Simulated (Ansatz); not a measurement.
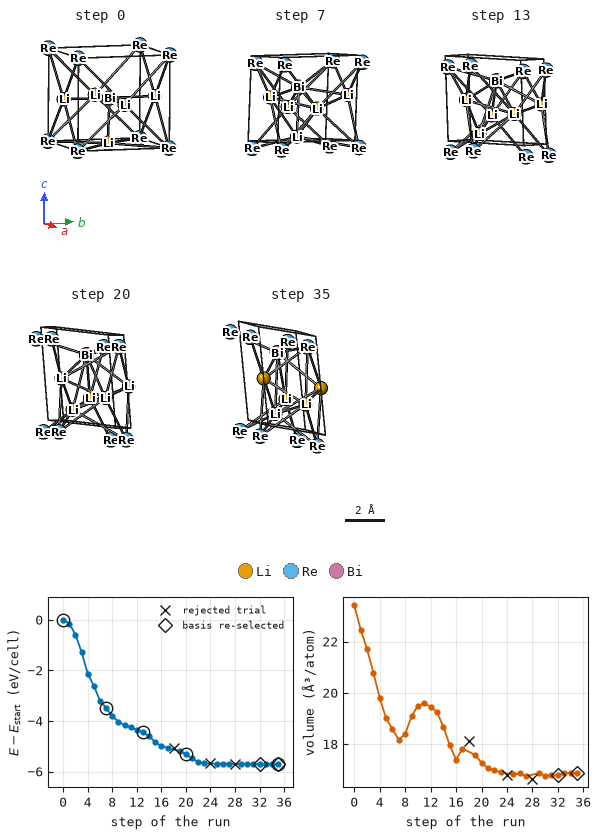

Frames of a relaxation of a crystal of Li3ReBi (built on the cubic perovskite type) (coarse preliminary run), marked on the history of the run. The picture is a ball-and-stick view of the cell of the calculation, seen from a free direction.

The calculation used DFT PBE, scalar-relativistic, plane waves, PAW (Ansatz 0.2.0).

Input
```yaml
crystal:
  lattice:
    - [4.8469632656, -0.0528744279, 0.0554579345]
    - [-0.0528744279, 4.9989996232, -0.0121196618]
    - [0.0554579345, -0.0121196618, 4.8323352333]
  atoms:
    - { symbol: Li, position: [-0.0072245024, 0.508995192, 0.4796755366] }
    - { symbol: Li, position: [0.518053526, -0.0028834331, 0.5064335381] }
    - { symbol: Li, position: [0.4955968246, 0.4895512292, 0.0148083304] }
    - { symbol: Re, position: [0.0025125947, -0.0046258429, -0.0006457156] }
    - { symbol: Bi, position: [0.4910615572, 0.5089628549, 0.4997283105] }
basis:
  ecutwfc: 420
kpoints:
  mp_grid: { grid: [6, 6, 6] }
hamiltonian:
  xc: pbe
scf:
  occupations: { method: gaussian, width: 0.1 }
output:
  forces: true
  stress: true
  eigenvalues: true
relax:
  adjacent_minimum: "off"
  f_tol: 0.015
  max_steps: 120
  cell: { stress_tol: 0.15 }
```

Launched with:
```bash
ansatz run input.yaml --threads 1 --pin off --max-ram 2560MiB --backend cpu --events-out ev --progress --plain --runs-dir out
```

> What happens along the run?

The energy falls by 5.714 eV per cell of the calculation in 30 accepted moves (35 points after the start). Largest force component: 0.92 eV/Å at the start, 0.0065 eV/Å at the end. The pressure goes from −0.69 to −0.02 GPa. The line search rejected the trial steps at points 18, 24, 28 of the run. At 2 points the geometry stayed and the basis and grid were re-selected for the new cell (energy shift of 11.3 meV per cell of the calculation at most each time). The largest move relative to the cell is that of Bi5, 1.50 Å along [−2 0 3]. Largest moves by element: Bi 1.50 Å, Li 1.30 Å, Re 0.87 Å. The volume changes by −27.9 %, with a 4.848 → 5.175 Å (+6.8 %), b 4.999 → 3.510 Å (−29.8 %), c 4.833 → 5.246 Å (+8.6 %), α 90.3° → 109.5°, β 88.7° → 81.5°, γ 91.2° → 109.8°. Near-neighbour distances that change, for instance: Li2–Re4 5.977 → 2.783 Å, Li1–Li3 5.862 → 2.861 Å, Li3–Bi5 5.487 → 2.752 Å, Li1–Bi5 5.267 → 2.830 Å. New bonds form, among them: Li1–Bi5 (another periodic image) (5.27 → 2.83 Å), Li1–Bi5 (another periodic image) (5.51 → 3.16 Å), Li1–Li2 (3.39 → 2.58 Å), Li1–Li2 (3.41 → 2.58 Å). Bonds break, among them: Li1–Bi5 (2.43 → 4.30 Å). Among the angles between lasting bonds that change: Li2–Bi5–Li2 173.8° → 72.0°, Bi5–Li2–Bi5 173.8° → 72.0°, Re4–Li1–Bi5 92.6° → 175.6°. The space group (tolerance 0.01 Å) goes from P1 (No. 1) to Cm (No. 8). The run took 19 min on 1 thread of Arm Neoverse V2, on a shared host, peak memory 0.57 GiB. From step 0 to 7: Bi5 moves most (0.95 Å), volume −22.4 %, energy −3.484 eV per cell of the calculation. From step 7 to 13: Li3 moves most (0.69 Å), volume +5.9 %, energy −0.969 eV per cell of the calculation. From step 13 to 20: Re4 moves most (0.41 Å), volume −10.2 %, energy −0.865 eV per cell of the calculation. From step 20 to 35: Re4 moves most (0.28 Å), volume −2.3 %, energy −0.396 eV per cell of the calculation.

```json
{"step": "0", "E − E(0), meV/atom": "0.00", "largest force component, eV/Å": "0.9183", "pressure, GPa": "-0.69", "volume, Å³/atom": "23.412", "note": ""}
{"step": "1", "E − E(0), meV/atom": "-29.29", "largest force component, eV/Å": "1.0981", "pressure, GPa": "-0.26", "volume, Å³/atom": "22.471", "note": ""}
{"step": "2", "E − E(0), meV/atom": "-116.87", "largest force component, eV/Å": "1.4619", "pressure, GPa": "-0.89", "volume, Å³/atom": "21.708", "note": ""}
{"step": "3", "E − E(0), meV/atom": "-256.38", "largest force component, eV/Å": "1.9147", "pressure, GPa": "-1.67", "volume, Å³/atom": "20.790", "note": ""}
{"step": "4", "E − E(0), meV/atom": "-424.80", "largest force component, eV/Å": "1.9134", "pressure, GPa": "-1.16", "volume, Å³/atom": "19.792", "note": ""}
{"step": "5", "E − E(0), meV/atom": "-523.21", "largest force component, eV/Å": "1.6013", "pressure, GPa": "2.55", "volume, Å³/atom": "19.009", "note": ""}
{"step": "6", "E − E(0), meV/atom": "-639.02", "largest force component, eV/Å": "1.0739", "pressure, GPa": "1.55", "volume, Å³/atom": "18.580", "note": ""}
{"step": "7", "E − E(0), meV/atom": "-696.82", "largest force component, eV/Å": "0.9520", "pressure, GPa": "4.74", "volume, Å³/atom": "18.175", "note": ""}
{"step": "8", "E − E(0), meV/atom": "-762.69", "largest force component, eV/Å": "0.4721", "pressure, GPa": "3.24", "volume, Å³/atom": "18.400", "note": ""}
{"step": "9", "E − E(0), meV/atom": "-805.41", "largest force component, eV/Å": "0.4142", "pressure, GPa": "1.09", "volume, Å³/atom": "19.087", "note": ""}
{"step": "10", "E − E(0), meV/atom": "-833.69", "largest force component, eV/Å": "0.2742", "pressure, GPa": "0.21", "volume, Å³/atom": "19.502", "note": ""}
{"step": "11", "E − E(0), meV/atom": "-849.53", "largest force component, eV/Å": "0.1458", "pressure, GPa": "-0.19", "volume, Å³/atom": "19.589", "note": ""}
{"step": "13", "E − E(0), meV/atom": "-890.59", "largest force component, eV/Å": "0.2557", "pressure, GPa": "-0.43", "volume, Å³/atom": "19.243", "note": ""}
{"step": "14", "E − E(0), meV/atom": "-919.82", "largest force component, eV/Å": "0.2958", "pressure, GPa": "-0.47", "volume, Å³/atom": "18.687", "note": ""}
{"step": "15", "E − E(0), meV/atom": "-966.87", "largest force component, eV/Å": "0.4665", "pressure, GPa": "-0.46", "volume, Å³/atom": "17.962", "note": ""}
{"step": "17", "E − E(0), meV/atom": "-1012.34", "largest force component, eV/Å": "0.4176", "pressure, GPa": "-1.44", "volume, Å³/atom": "17.830", "note": ""}
{"step": "18", "E − E(0), meV/atom": "-1009.80", "largest force component, eV/Å": "0.8249", "pressure, GPa": "-2.61", "volume, Å³/atom": "18.124", "note": "rejected"}
{"step": "19", "E − E(0), meV/atom": "-1038.57", "largest force component, eV/Å": "0.2738", "pressure, GPa": "-0.63", "volume, Å³/atom": "17.580", "note": ""}
{"step": "21", "E − E(0), meV/atom": "-1095.05", "largest force component, eV/Å": "0.2777", "pressure, GPa": "0.38", "volume, Å³/atom": "17.067", "note": ""}
{"step": "22", "E − E(0), meV/atom": "-1124.98", "largest force component, eV/Å": "0.1670", "pressure, GPa": "0.01", "volume, Å³/atom": "16.977", "note": ""}
{"step": "23", "E − E(0), meV/atom": "-1134.93", "largest force component, eV/Å": "0.1187", "pressure, GPa": "-0.15", "volume, Å³/atom": "16.902", "note": ""}
{"step": "24", "E − E(0), meV/atom": "-1131.35", "largest force component, eV/Å": "0.2539", "pressure, GPa": "-0.10", "volume, Å³/atom": "16.815", "note": "rejected"}
{"step": "26", "E − E(0), meV/atom": "-1138.45", "largest force component, eV/Å": "0.0917", "pressure, GPa": "-0.05", "volume, Å³/atom": "16.858", "note": ""}
{"step": "27", "E − E(0), meV/atom": "-1139.33", "largest force component, eV/Å": "0.0779", "pressure, GPa": "0.24", "volume, Å³/atom": "16.748", "note": ""}
{"step": "28", "E − E(0), meV/atom": "-1138.81", "largest force component, eV/Å": "0.0791", "pressure, GPa": "0.44", "volume, Å³/atom": "16.650", "note": "rejected"}
{"step": "30", "E − E(0), meV/atom": "-1140.21", "largest force component, eV/Å": "0.0223", "pressure, GPa": "0.05", "volume, Å³/atom": "16.776", "note": ""}
{"step": "31", "E − E(0), meV/atom": "-1140.25", "largest force component, eV/Å": "0.0049", "pressure, GPa": "0.01", "volume, Å³/atom": "16.786", "note": ""}
{"step": "32", "E − E(0), meV/atom": "-1142.51", "largest force component, eV/Å": "0.0056", "pressure, GPa": "0.28", "volume, Å³/atom": "16.786", "note": "same geometry, new basis"}
{"step": "34", "E − E(0), meV/atom": "-1142.84", "largest force component, eV/Å": "0.0065", "pressure, GPa": "-0.02", "volume, Å³/atom": "16.885", "note": ""}
{"step": "35", "E − E(0), meV/atom": "-1142.86", "largest force component, eV/Å": "0.0065", "pressure, GPa": "-0.02", "volume, Å³/atom": "16.885", "note": "same geometry, new basis"}
```
